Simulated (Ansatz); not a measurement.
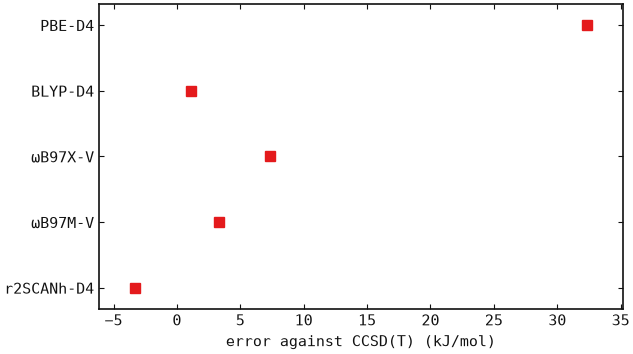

Error in the electronic atomisation energy (method less reference, so positive means overbinding) of AlNH₃S, SMILES [NH2][Al][SH], doublet: functionals in def2-TZVPP against frozen-core CCSD(T) at the limit (MP2 extrapolated from triple and quadruple zeta, plus CCSD(T) less MP2 in a smaller set), which gives 1803.3 kJ/mol, at a PBE0-D4/def2-TZVP geometry (a minimum by its frequencies), no zero-point or spin-orbit term, the Ansatz code. The reference leaves out core correlation, a term that grows with the number of heavy atoms.

What range do the values span?

From −3.3 kJ/mol (r2SCANh-D4) to 32.3 kJ/mol (PBE-D4).

Which of these levels overbind, and which underbind?

Overbind: PBE-D4. Underbind: none clearly. Within 15 kJ/mol of zero, too close to call in view of what the reference leaves out: BLYP-D4, ωB97X-V, ωB97M-V and r2SCANh-D4.
